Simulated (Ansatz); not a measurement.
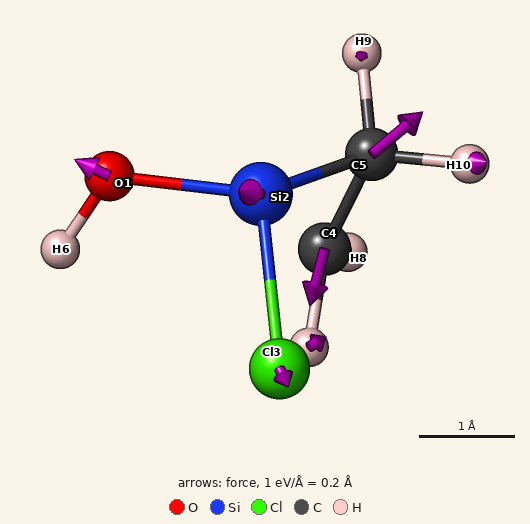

Starting geometry of C$_{2}$H$_{5}$ClOSi with the computed forces as purple arrows. The picture is a ball-and-stick view, seen from a free direction.

The run prepares an end point of a later path (torsion) calculation, from a guessed geometry.

The calculation used Ansatz, RKS PBE-D4/6-31G*. Settings: no spin polarisation; force threshold 0.015 eV/Å; at most 40 steps.

Question: What follows when this structure is relaxed?

Answer: It isn't relaxed: the largest force vector, on a C atom, is 3.76 eV/Å. The final displacements follow the starting forces only in part (cosine between the two patterns 0.49). Over 22 geometry steps the energy falls by 53.1 kcal/mol. Largest force component: 3.1 eV/Å at the start, 0.015 eV/Å at the end. The atom that moves furthest after the best rigid fit is an H atom (0.80 Å). By element the largest moves are H 0.80 Å, Si 0.64 Å, C 0.45 Å, O 0.29 Å, Cl 0.26 Å. Among the contacts that change: C–Si 1.767 → 2.716 Å, C–Si 2.280 → 3.095 Å, Cl–Si 2.040 → 2.175 Å, O–Si 1.613 → 1.681 Å. Bonds break: C–Si (1.77 → 2.72 Å). Among the angles between lasting bonds that change: H–C–H 105.0° → 116.3°, C–C–H 115.9° → 121.5°, H–C–H 111.6° → 117.0°. Groups turn about O–Si by about 35°.
